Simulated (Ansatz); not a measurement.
# C2H11NOSi2: rotation by 120° about the O2–Si3 bond, part 2 of 2

Aim: the minimum-energy path and barrier of the rotation by 120° about the O2–Si3 bond. The ends are relaxed first, then joined by a nudged elastic band. SMILES of the start: CO[SiH](N)[SiH2]C.

Ansatz 0.2.0; RKS r2SCAN-D4/STO-3G. Earlier steps stand in the parts before.

## Step 6: The band, image by image

Images 0 and 6 are the ends. Energies count from image 0; the path length is the program's own measure over all atoms.

```
image  path (Å)  energy (eV)  dihedral C1–O2–Si3–Si5 (°)  band force (eV/Å)
    0     0.000       0.0000                         -74                  -
    1     1.094      -0.0037                         -67              0.029
    2     2.189       0.0086                         -42              0.045
   3*     3.283       0.0474                          -6              0.028
    4     4.125       0.0150                          21              0.043
    5     4.966      -0.0413                          41              0.021
    6     5.808      -0.0651                          56                  -
```

The star marks the climbing image.

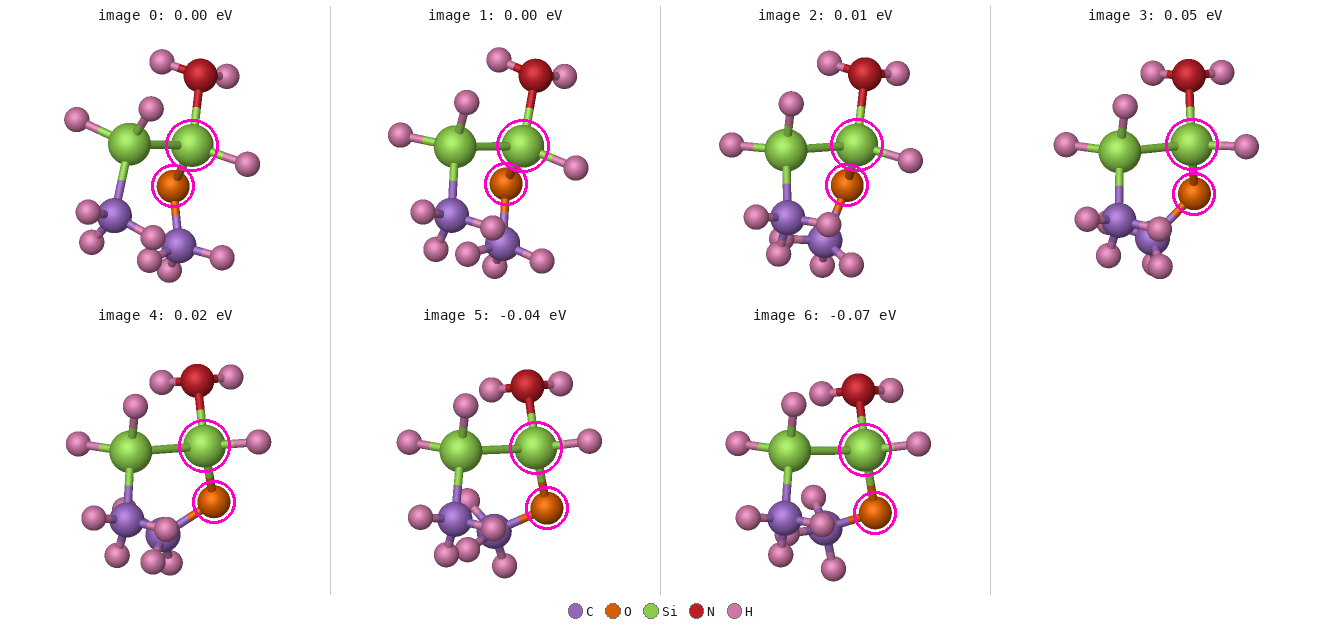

The images of the last band, seen from a free direction. Ringed: O2, Si3. Sticks join atoms closer than a bonding distance in each image.

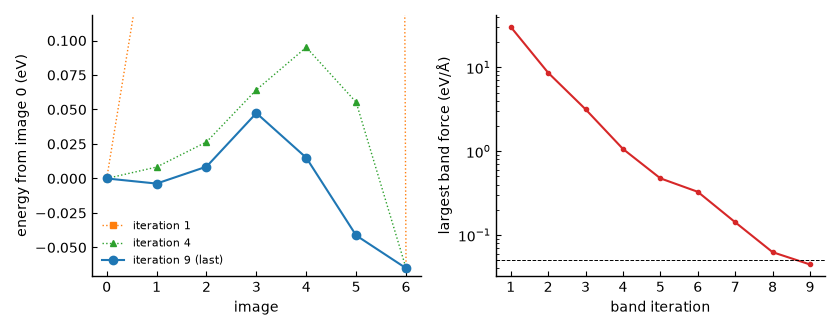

Left: energy of each image for early iterations and the last one (lines only join the points; early values far above the last band run off the scale). Right: the largest band force by iteration, with the threshold dashed.

The top of the band by iteration:

```
iteration  highest image above image 0 (eV)  largest band force (eV/Å)
        1                            7.8928                     30.345
        2                            2.0607                      8.618
        3                            0.5901                      3.159
        4                            0.0951                      1.063
        5                            0.0518                      0.474
        6                            0.0488                      0.327
        7                            0.0481                      0.142
        8                            0.0477                      0.062
        9                            0.0474                      0.045
```

Positions of all images (Å):

```xyz
17
image=0 dE=0.0000
C     0.351   -2.227   -0.095
O     0.440   -1.333   -1.242
Si    0.898    0.261   -0.717
N     1.374    1.163   -2.174
Si   -0.732    1.440    0.344
C    -1.387    0.594    1.891
H     1.293   -2.291    0.496
H     0.129   -3.242   -0.480
H    -0.462   -1.959    0.618
H     2.090    0.132    0.111
H     0.553    1.208   -2.830
H     2.069    0.585   -2.713
H    -0.204    2.734    0.725
H    -1.844    1.678   -0.552
H    -0.578    0.323    2.578
H    -1.939   -0.321    1.649
H    -2.071    1.256    2.433
17
image=1 dE=-0.0037
C     0.219   -2.228   -0.212
O     0.524   -1.330   -1.318
Si    0.908    0.250   -0.700
N     1.485    1.213   -2.080
Si   -0.829    1.336    0.289
C    -1.229    0.662    1.999
H     1.042   -2.317    0.534
H     0.045   -3.236   -0.637
H    -0.701   -1.943    0.350
H     2.033    0.109    0.215
H     0.721    1.260   -2.803
H     2.234    0.663   -2.576
H    -0.502    2.740    0.420
H    -2.021    1.251   -0.530
H    -0.337    0.622    2.636
H    -1.646   -0.349    1.949
H    -1.965    1.298    2.504
17
image=2 dE=0.0086
C     0.040   -2.130   -0.244
O     0.778   -1.353   -1.230
Si    1.003    0.284   -0.685
N     1.480    1.226   -2.120
Si   -0.815    1.233    0.297
C    -1.091    0.602    2.047
H     0.515   -2.159    0.763
H    -0.014   -3.173   -0.613
H    -1.007   -1.774   -0.100
H     2.151    0.311    0.210
H     0.732    1.114   -2.852
H     2.305    0.746   -2.566
H    -0.628    2.668    0.354
H    -2.012    0.987   -0.480
H    -0.192    0.720    2.663
H    -1.363   -0.459    2.059
H    -1.900    1.156    2.537
17
image=3 dE=0.0474
C    -0.007   -2.074   -0.289
O     1.134   -1.389   -0.876
Si    1.110    0.332   -0.619
N     1.335    1.144   -2.193
Si   -0.736    1.221    0.362
C    -1.072    0.550    2.085
H    -0.002   -2.069    0.825
H     0.043   -3.134   -0.610
H    -0.997   -1.677   -0.613
H     2.327    0.635    0.116
H     0.560    0.848   -2.841
H     2.186    0.730   -2.657
H    -0.551    2.654    0.457
H    -1.907    0.993   -0.460
H    -0.190    0.633    2.730
H    -1.368   -0.505    2.059
H    -1.885    1.108    2.563
17
image=4 dE=0.0150
C     0.020   -2.052   -0.377
O     1.305   -1.381   -0.516
Si    1.164    0.352   -0.522
N     1.291    1.015   -2.176
Si   -0.717    1.240    0.391
C    -1.119    0.584    2.105
H    -0.386   -1.991    0.659
H     0.176   -3.126   -0.601
H    -0.778   -1.686   -1.060
H     2.388    0.779    0.128
H     0.514    0.629   -2.772
H     2.151    0.614   -2.631
H    -0.548    2.676    0.479
H    -1.853    0.995   -0.474
H    -0.267    0.685    2.786
H    -1.403   -0.473    2.081
H    -1.957    1.140    2.541
17
image=5 dE=-0.0413
C     0.066   -2.036   -0.477
O     1.334   -1.358   -0.235
Si    1.181    0.361   -0.433
N     1.279    0.882   -2.134
Si   -0.715    1.280    0.417
C    -1.167    0.627    2.121
H    -0.693   -1.834    0.313
H     0.262   -3.126   -0.473
H    -0.410   -1.791   -1.454
H     2.402    0.842    0.182
H     0.484    0.472   -2.686
H     2.127    0.451   -2.582
H    -0.542    2.714    0.508
H    -1.829    1.038   -0.478
H    -0.343    0.753    2.831
H    -1.421   -0.438    2.095
H    -2.035    1.163    2.522
17
image=6 dE=-0.0651
C     0.106   -2.048   -0.604
O     1.267   -1.354   -0.063
Si    1.156    0.354   -0.359
N     1.290    0.799   -2.078
Si   -0.746    1.310    0.439
C    -1.174    0.695    2.163
H    -0.862   -1.707   -0.170
H     0.216   -3.123   -0.362
H     0.012   -1.968   -1.712
H     2.364    0.840    0.275
H     0.476    0.411   -2.616
H     2.116    0.308   -2.505
H    -0.583    2.748    0.488
H    -1.863    1.036   -0.441
H    -0.375    0.923    2.877
H    -1.328   -0.390    2.177
H    -2.092    1.166    2.532
```

## Step 7: Frequencies at the highest image

The geometry is the highest inner image of the first converged band.

input.yaml reads:

```yaml
crystal:
  periodic: [false, false, false]
  atoms:
    - { symbol: C, position_ang: [-0.006865, -2.073959, -0.28907] }
    - { symbol: O, position_ang: [1.133877, -1.389474, -0.876014] }
    - { symbol: Si, position_ang: [1.110391, 0.332197, -0.618765] }
    - { symbol: "N", position_ang: [1.335428, 1.143636, -2.193311] }
    - { symbol: Si, position_ang: [-0.736037, 1.221245, 0.36175] }
    - { symbol: C, position_ang: [-1.071796, 0.549586, 2.084804] }
    - { symbol: H, position_ang: [-0.00242, -2.068617, 0.825241] }
    - { symbol: H, position_ang: [0.04266, -3.133529, -0.609692] }
    - { symbol: H, position_ang: [-0.99665, -1.677269, -0.612643] }
    - { symbol: H, position_ang: [2.327434, 0.634796, 0.116139] }
    - { symbol: H, position_ang: [0.559824, 0.848209, -2.84144] }
    - { symbol: H, position_ang: [2.185815, 0.729539, -2.657125] }
    - { symbol: H, position_ang: [-0.551066, 2.653744, 0.457058] }
    - { symbol: H, position_ang: [-1.906653, 0.993052, -0.45963] }
    - { symbol: H, position_ang: [-0.190424, 0.632983, 2.730398] }
    - { symbol: H, position_ang: [-1.367766, -0.504656, 2.059413] }
    - { symbol: H, position_ang: [-1.88455, 1.108115, 2.562988] }
basis:
  gaussian: { orbitals: STO-3G }
hamiltonian:
  xc: r2scan
  dispersion: d4
phonons: {}
```

The run is started by

```console
> ansatz run input.yaml --threads 1 --pin off --max-ram 2048MiB --backend cpu --events-out ev --progress --plain --runs-dir out
```

The program printed, shortened:

```text
Warning: RAYON_NUM_THREADS=1 ignored (pool sized by the plan → 1); use --threads N
[...]
Functional definition: r2SCAN
[...]
695 factors; integrals over basis functions are off by at most 1.7e-5 eV
[...]
mean field -21286.70246288 eV, -782.2718868657 hartree, gradient 7.9e-5 eV, S^2 0.000000; 0 other end points of the search recorded, 0 dependent functions left out
[...]
reference -21286.70247105 eV, -782.2718871661 hartree; 33, 33 occupied and 16, 16 virtual orbitals, 695 factors
[...]
WARN: phonons: modes at or below zero, which the zero-point energy, F, S and C_V leave out: 1, the lowest at -85.02 cm⁻¹. A minimum has none, and a first-order saddle one
[...]
Atom 11 at     2.185815     0.729539    -2.657125 Å, force    -0.005617     0.007219     0.005128 eV/Å
Atom 12 at    -0.551066     2.653744     0.457058 Å, force    -0.003482     0.009494     0.003446 eV/Å
Atom 13 at    -1.906653     0.993052    -0.459630 Å, force    -0.007212    -0.001200    -0.001906 eV/Å
Atom 14 at    -0.190424     0.632983     2.730398 Å, force     0.003164     0.000177    -0.002847 eV/Å
Atom 15 at    -1.367766    -0.504656     2.059413 Å, force     0.003176     0.000537     0.001765 eV/Å
Atom 16 at    -1.884550     1.108115     2.562988 Å, force    -0.001144    -0.000874     0.002118 eV/Å
Dipole moment:    -0.201345    -0.182768     0.070808 e Å
[...]
```

It took 2.9 min on 1 thread of AMD EPYC 9B45 (Zen 5), shared host; peak memory 0.16 GiB.

Of 45 modes, 1 is imaginary by more than 30 cm⁻¹ (85i cm⁻¹).

## Step 8: Another band, settings changed

crystal.atoms is end A as relaxed above, and neb.final_atoms is end B, turned to lie on A. With 5 inner images the band has 7 in all.

input.yaml reads:

```yaml
crystal:
  periodic: [false, false, false]
  atoms:
    - { symbol: C, position_ang: [0.350851, -2.22664, -0.095352] }
    - { symbol: O, position_ang: [0.440256, -1.332989, -1.24169] }
    - { symbol: Si, position_ang: [0.89849, 0.260919, -0.717054] }
    - { symbol: "N", position_ang: [1.374111, 1.16261, -2.174093] }
    - { symbol: Si, position_ang: [-0.731944, 1.439623, 0.343993] }
    - { symbol: C, position_ang: [-1.386755, 0.593955, 1.89064] }
    - { symbol: H, position_ang: [1.293478, -2.291467, 0.495762] }
    - { symbol: H, position_ang: [0.129193, -3.241902, -0.479684] }
    - { symbol: H, position_ang: [-0.462489, -1.959122, 0.617614] }
    - { symbol: H, position_ang: [2.09005, 0.131932, 0.110803] }
    - { symbol: H, position_ang: [0.553118, 1.207889, -2.829975] }
    - { symbol: H, position_ang: [2.068822, 0.584545, -2.712886] }
    - { symbol: H, position_ang: [-0.203901, 2.733596, 0.724687] }
    - { symbol: H, position_ang: [-1.844421, 1.67844, -0.552136] }
    - { symbol: H, position_ang: [-0.577667, 0.322941, 2.578219] }
    - { symbol: H, position_ang: [-1.938517, -0.321148, 1.64858] }
    - { symbol: H, position_ang: [-2.071474, 1.256416, 2.432673] }
basis:
  gaussian: { orbitals: STO-3G }
hamiltonian:
  xc: r2scan
  dispersion: d4
neb:
  order_check: false
  images: 5
  f_tol: 0.05
  max_iterations: 60
  initial_path: linear
  final_atoms:
    - { symbol: C, position_ang: [0.10608564, -2.04788418, -0.60429605] }
    - { symbol: O, position_ang: [1.26745676, -1.3535119, -0.06320791] }
    - { symbol: Si, position_ang: [1.15560543, 0.35386659, -0.35882567] }
    - { symbol: "N", position_ang: [1.29034828, 0.79944979, -2.07788493] }
    - { symbol: Si, position_ang: [-0.74573221, 1.30971841, 0.43912176] }
    - { symbol: C, position_ang: [-1.17361262, 0.6948017, 2.1628844] }
    - { symbol: H, position_ang: [-0.86195993, -1.70691199, -0.17016554] }
    - { symbol: H, position_ang: [0.21645886, -3.12287433, -0.3623945] }
    - { symbol: H, position_ang: [0.01164455, -1.96840654, -1.71195114] }
    - { symbol: H, position_ang: [2.36378875, 0.83967379, 0.27545797] }
    - { symbol: H, position_ang: [0.4756587, 0.41054988, -2.61645852] }
    - { symbol: H, position_ang: [2.1161953, 0.30818137, -2.50523793] }
    - { symbol: H, position_ang: [-0.58313365, 2.74770472, 0.48819285] }
    - { symbol: H, position_ang: [-1.86307919, 1.03617058, -0.44141063] }
    - { symbol: H, position_ang: [-0.37466622, 0.92349421, 2.87721751] }
    - { symbol: H, position_ang: [-1.32789114, -0.38998806, 2.17726703] }
    - { symbol: H, position_ang: [-2.0919663, 1.16556395, 2.53179229] }
```

The run is started by

```console
> ansatz run input.yaml --threads 1 --pin off --max-ram 2048MiB --backend cpu --events-out ev --progress --plain --runs-dir out
```

The program printed, shortened:

```text
Warning: RAYON_NUM_THREADS=1 ignored (pool sized by the plan → 1); use --threads N
[...]
[... 1 set-up line as earlier in the session ...]
[...]
693 factors; integrals over basis functions are off by at most 1.2e-5 eV
[...]
mean field -21286.75196282 eV, -782.2737059550 hartree, gradient 1.8e-5 eV, S^2 0.000000; 0 other end points of the search recorded, 0 dependent functions left out
[...]
reference -21286.75197122 eV, -782.2737062638 hartree; 33, 33 occupied and 16, 16 virtual orbitals, 693 factors
[...]
NEB iter   2: max|band force component| = 7.730e-1 eV/Å  barrier→ = 0.1155 eV  barrier← = 0.1805 eV  Δτ_max = 0.0967 Å  (124 SCF iters)
[...]
NEB iter   3: max|band force component| = 1.737e-1 eV/Å  barrier→ = 0.0688 eV  barrier← = 0.1339 eV  CI = image 3  Δτ_max = 0.1328 Å  (127 SCF iters)
[...]
693 factors; integrals over basis functions are off by at most 2.0e-5 eV
mean field -21286.74218701 eV, -782.2733467005 hartree, gradient 2.6e-5 eV, S^2 0.000000; 0 other end points of the search recorded, 0 dependent functions left out
```

## Step 9: The log goes on: band between the two ends

Output, continued, shortened:

```text
[...]
reference -21286.74219530 eV, -782.2733470051 hartree; 33, 33 occupied and 16, 16 virtual orbitals, 693 factors
[...]
695 factors; integrals over basis functions are off by at most 2.8e-5 eV
mean field -21286.71792522 eV, -782.2724550962 hartree, gradient 2.7e-5 eV, S^2 0.000000; 0 other end points of the search recorded, 0 dependent functions left out
[...]
Atom 13 at    -1.753764     1.385265    -0.118833 Å, force    -0.000361    -0.008698     0.005216 eV/Å
Atom 14 at     0.200416     0.294055     2.752833 Å, force     0.000965    -0.001620    -0.000335 eV/Å
Atom 15 at    -1.231888    -0.524935     2.113887 Å, force     0.000718    -0.006034    -0.001198 eV/Å
Atom 16 at    -1.385163     1.067400     2.862069 Å, force     0.003480     0.006952     0.002734 eV/Å
Dipole moment:    -0.204179    -0.172817     0.096134 e Å
this run last wrote the band of iteration 6 to <dir>
```

Wall time 86 s (1 thread of AMD EPYC 9B45 (Zen 5), shared host); peak memory 0.16 GiB.

## Step 10: The band, image by image

Images 0 and 6 are the ends. Energies count from image 0; the path length is the program's own measure over all atoms.

```
image  path (Å)  energy (eV)  dihedral C1–O2–Si3–Si5 (°)  band force (eV/Å)
    0     0.000       0.0000                         -74                  -
    1     0.893       0.0033                         -60              0.045
    2     1.786       0.0234                         -38              0.030
   3*     2.679       0.0506                          -7              0.016
    4     3.563       0.0188                          21              0.014
    5     4.447      -0.0400                          41              0.012
    6     5.331      -0.0651                          56                  -
```

The star marks the climbing image.

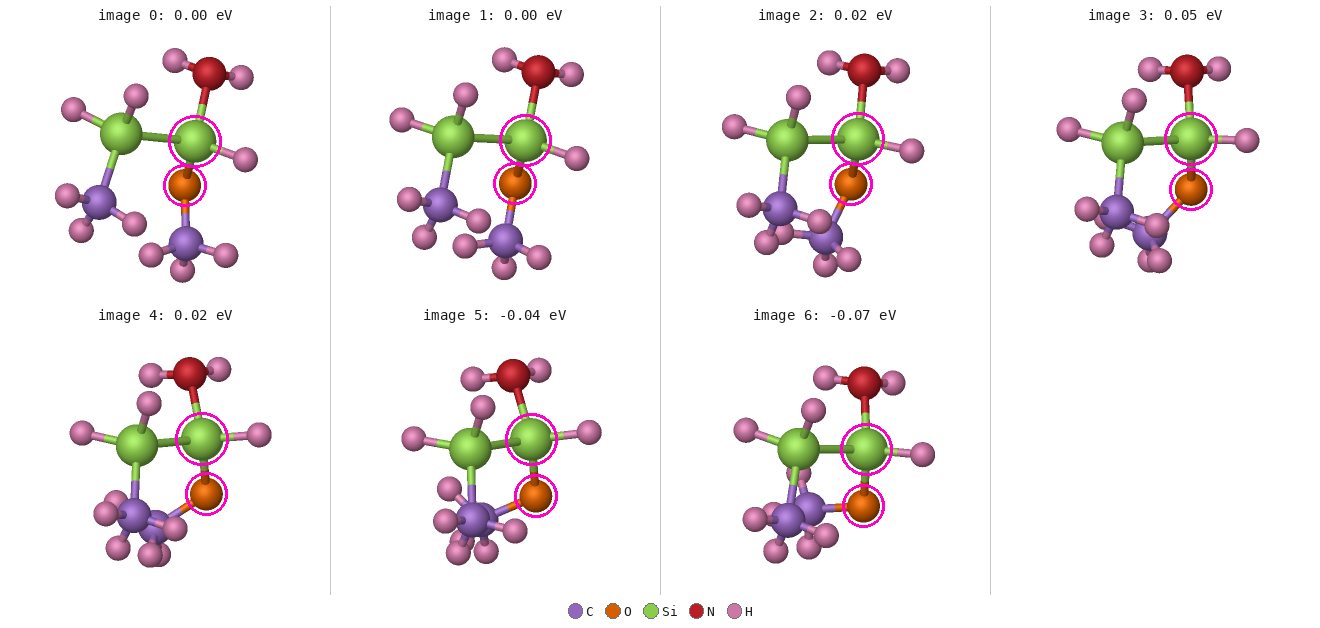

Snapshots along the band, viewed from a free direction. Ringed: O2, Si3. Sticks join atoms closer than a bonding distance in each image.

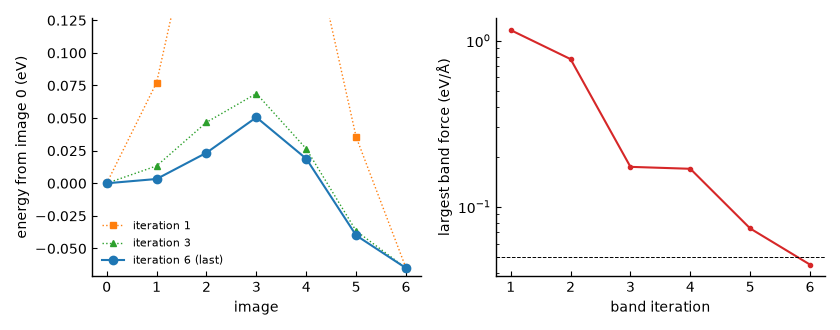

Left: energy of each image for early iterations and the last one (lines only join the points; early values far above the last band run off the scale). Right: the largest band force by iteration, with the threshold dashed.

## Step 11: Summary of results

This closing draws on all 2 parts.

| quantity | value |
| --- | --- |
| end A | 10 moves, 0.858 eV lower |
| end B | 13 moves, 0.935 eV lower |
| first band: barrier forwards | 0.047 eV |
| first band: barrier backwards | 0.112 eV |
| first band: second end relative to first | -0.065 eV |
| first band: highest image | 3 of 0 to 6, climbing |
| first band: band iterations | 9 |
| imaginary modes at the top | 85i cm⁻¹ |
| second band | top 0.051 eV above image 0, 6 iterations, 5 inner images |
| time, first and second band | 2.1 min and 86 s |

**Reading.** In the first band: the barrier from the first end is 0.047 eV, 1.8 times kT at 300 K. The second end lies 0.065 eV below the first, so the way back costs 0.11 eV. The listed dihedral goes from -74° at end A through -6° at the highest image to 56° at end B. One imaginary mode, as a first-order saddle point has. The second band's top lies 3 meV above the first's, so the changed settings hardly move the height. These are electronic energies, with no zero-point or thermal terms. The basis is very small, so the numbers are rough.
